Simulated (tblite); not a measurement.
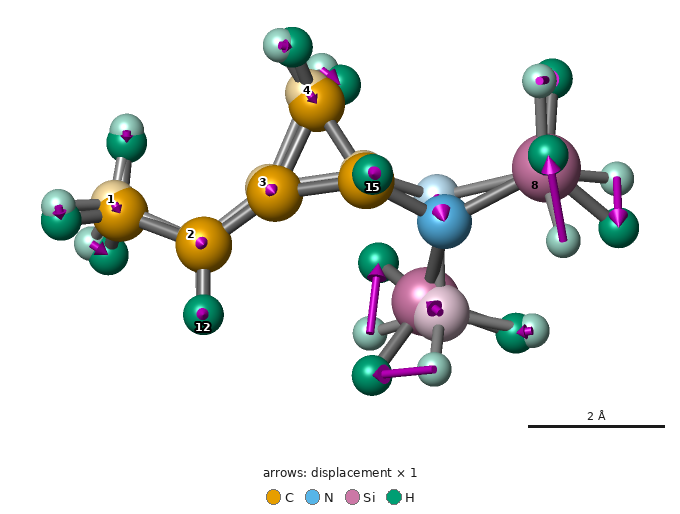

A relaxation of C₅H₁₃NSi₂. The starting structure is drawn faded, the final one solid; purple arrows show the displacements, at their true length. The two geometries are superimposed by the best rigid fit.

The picture is a ball-and-stick view, seen from a free direction.

Theory: GFN2-xTB geometry optimisation, gas phase in tblite 0.8.0. 

### What did the optimiser do to the structure, and how much energy did it gain?

After 182 geometry steps the energy has fallen by 68.5 kJ/mol. The largest move after the best rigid fit is that of an H atom, 1.37 Å. Largest moves by element: H 1.37 Å, N 0.62 Å, Si 0.36 Å, C 0.26 Å. Near-neighbour distances that change, for instance: N–Si 1.802 → 1.738 Å, C–H 1.138 → 1.081 Å, C–C 1.514 → 1.468 Å, N–Si 1.775 → 1.736 Å. Bond angles that change, for instance: Si–N–Si 107.4° → 126.8°, C–C–H 110.4° → 117.9°, C–C–N 113.2° → 120.3°. Cost: 5.3 s on 1 thread of Intel(R) Xeon(R) Processor @ 2.50GHz, on a shared host.
